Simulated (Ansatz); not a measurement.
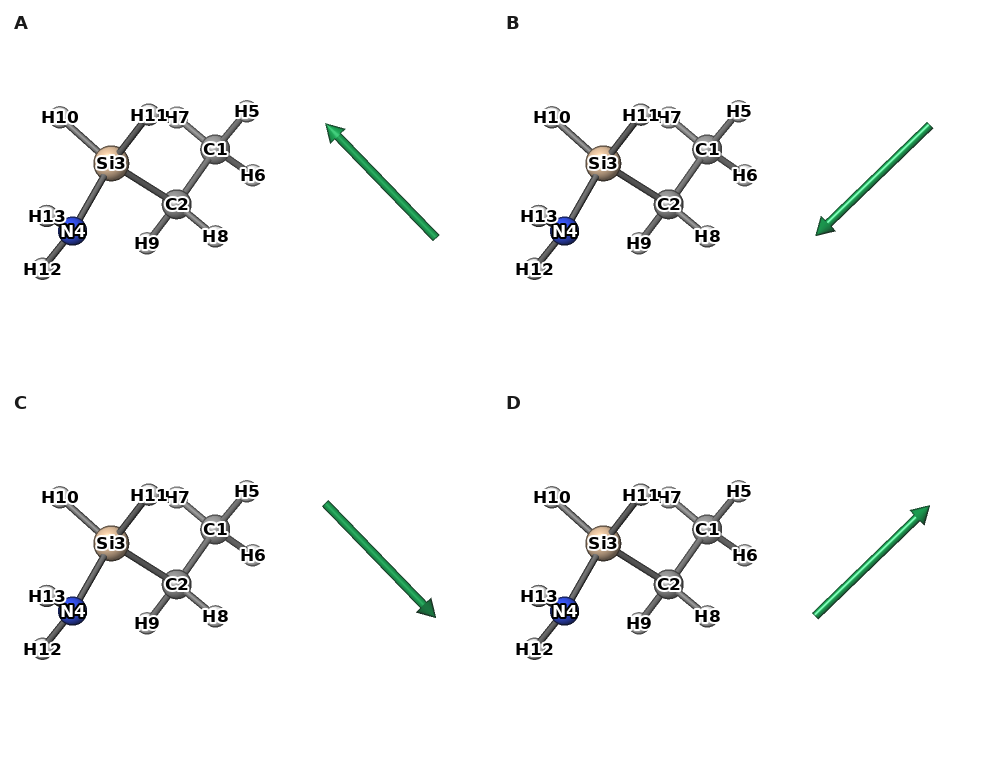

The same molecule four times, each with an arrow. The geometry was computed by an optimisation with PBE-D4/def2-SVP. No frequency run is at hand to confirm it as a minimum. Method: RKS PBE-D4/def2-SVP (Ansatz 0.2.0).

> Which arrow points along the dipole moment, from the negative to the positive end?

B. The dipole moment is 1.14 D; it points from the side of H5 to the side of H12 (the outermost atoms at the two ends).
